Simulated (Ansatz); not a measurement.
Partial pair distribution functions of a relaxed model of amorphous Si$_{14}$Sn$_{10}$O$_{38}$, broadened by 0.06 Å; density 3.51 g/cm³. These are PBE, scalar-relativistic without spin-orbit coupling (plane waves to 420 eV, PAW; Ansatz, a first-principles code) values and carry that method's errors.

Preparation: random packing, a CHGNet melt and quench, and a DFT relaxation. O atoms were pushed apart under 1.9 Å during the dynamics, to hinder bonds among them. The hot cell started wider than the set density and was brought back towards it in steps. It is the lowest in DFT energy of 2 quenches. It is a model cell: composition and starting density were chosen by hand, and all elements were melted together. No dispersion term was used. Its density started from a set value of 3.60 and ended at 3.51 g/cm³. The simulated quench (nominally 240 K/ps over its main leg) is rapid and tends to freeze in more defects than a deposited or slowly cooled glass has. A cell of this size samples the disorder only roughly. Volume and shape were free in the relaxation.

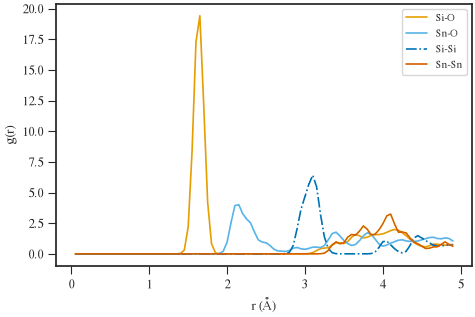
Partial pair distribution functions

Highest peaks under 4.5 Å: Si-O near 1.65 Å, Sn-O near 2.15 Å, Si-Si near 3.10 Å, Sn-Sn near 4.10 Å; pairs of few atoms are noisy.

Within 1.92 Å each Si has 4.00 O neighbours on average.
